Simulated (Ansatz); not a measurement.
# Profile along the C–Si line in SiC (zinc blende)

SiC (zinc blende), conventional cell a = b = c = 4.356 Å, α = β = γ = 90.00°. The calculation uses the primitive cell of 2 atoms, to which meshes and values per cell refer.

Fields along a shortest C–Si line of a {110} plane (1.89 Å), from C to Si, interpolated on the slice's grid (step about 0.1 Å). Level of theory: r2SCAN (plane waves to 500 eV, PAW, scalar-relativistic; Ansatz, a first-principles code). k mesh 13×13×13. Inside the PAW spheres the values are not all-electron values, and peaks at nuclei hang on which shells count as valence. SiC was relaxed with its symmetry unable to fall.

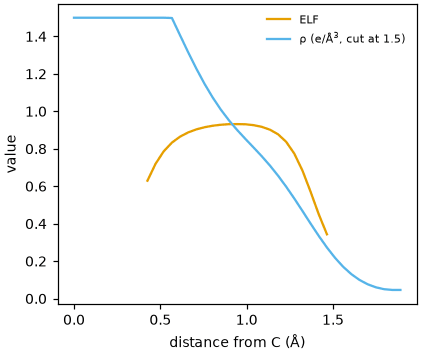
ELF (away from the nuclei) and valence density from C to Si.

Density on the C–Si line (1.89 Å) at its midpoint: 0.90 e/Å³. ELF at that point: 0.9. ELF maximum in the middle third of the C–Si line: 0.93, 0.9 Å from C.
